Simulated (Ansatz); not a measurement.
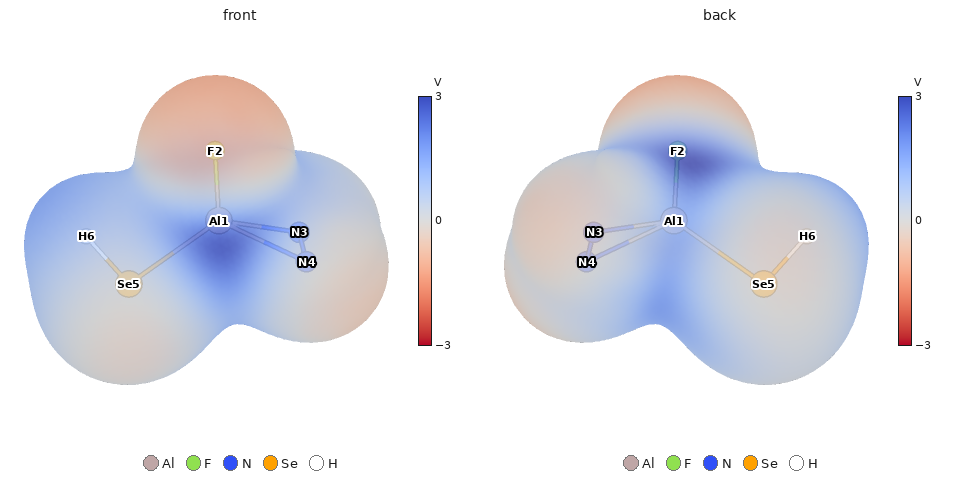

Figure. AlFHN$_{2}$Se (doublet). The molecular electrostatic potential painted on the density surface at 0.002 e/bohr³, seen from the front and from behind; the colour scale runs from red (negative) to blue (positive).

Geometry: PBE0-D3(BJ)/def2-SVP.

Method: isolated molecule in a Gaussian basis; Kohn-Sham density functional theory, functional PBE0 (Ansatz 0.2.0).

```tsv
atom	x (Å)	y (Å)	z (Å)
Al	-0.0260	-2.6575	0.4812
F	0.0170	-3.6681	1.7941
N	-1.7681	-1.8250	0.1340
N	-1.1062	-1.0369	0.7189
Se	1.5175	-2.7017	-1.2053
H	2.2267	-3.8007	-0.5285
```

Which sites attract a positive test charge, and which a negative one?

Answer. A positive charge is drawn to the negative regions and a negative charge to the positive ones. The most negative region (about −1.1 V, or −25 kcal/mol for a unit charge) lies over F2, the most positive (about +2.9 V, or +67 kcal/mol for a unit charge) over Al1.

What dipole moment does the calculation give?

Answer. Its dipole moment is 1.15 D.
